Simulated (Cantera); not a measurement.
Feed: 1 mol V2O3, 0.38 mol H2, a varied amount of H2O, equilibrated at 1423.15 K and 7.50 Torr.

These are equilibrium values from Cantera (NASA tables, ideal gas, pure condensed phases), not measurements of a reactor. Candidate condensed phases: H2O, V, VO, V2O3, V2O4, V2O5; 12 gas species. Condensed phases not in the tables: the oxides between V2O3 and V2O5 other than VO2. Kinetics and transport are ignored.

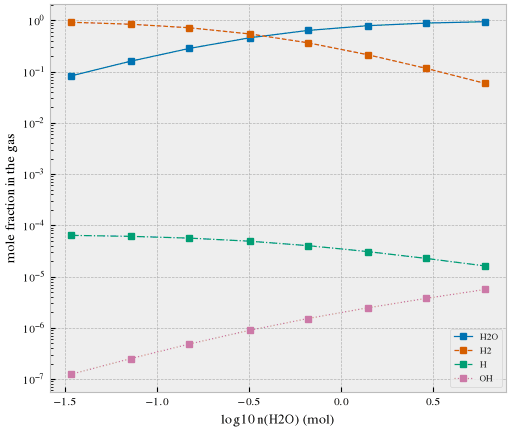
Fig. 1. Equilibrium gas composition (values under 1e-9 drawn at 1e-9)

From 0.034 mol H2O to 6.1 mol H2O the condensed part is V2O3(s). The main V-bearing gas is VO2 throughout.
